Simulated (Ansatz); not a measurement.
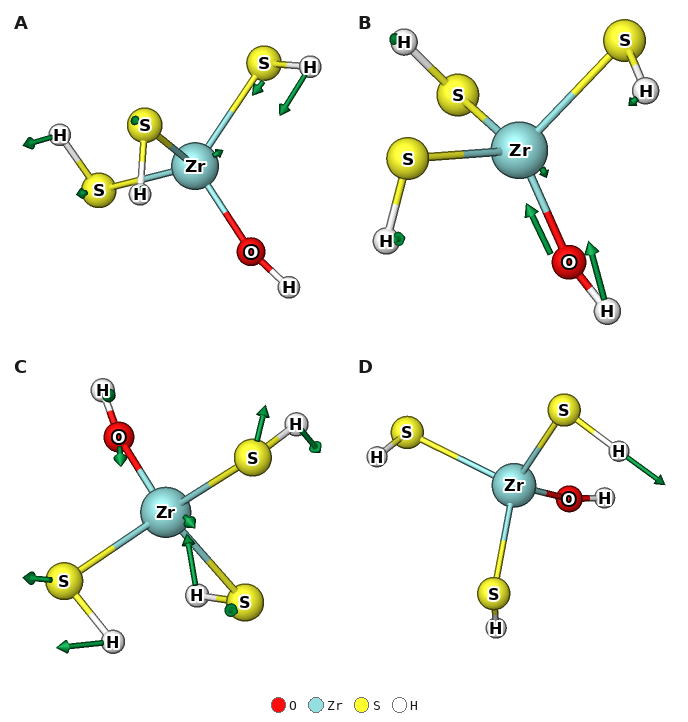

4 normal modes of one molecule or complex, as arrows. The species is neutral and a spin singlet. Harmonic vibrations computed with RKS PBE0-D4/def2-TZVP, core potentials on Zr (Ansatz 0.2.0) at a stationary point of the same level.

**Match the panels to the wavenumbers 93 cm⁻¹, 381 cm⁻¹, 740 cm⁻¹, 2674 cm⁻¹.**

A: 381 cm⁻¹
B: 740 cm⁻¹, Zr–O stretching
C: 93 cm⁻¹, angle bending
D: 2674 cm⁻¹, S–H stretching
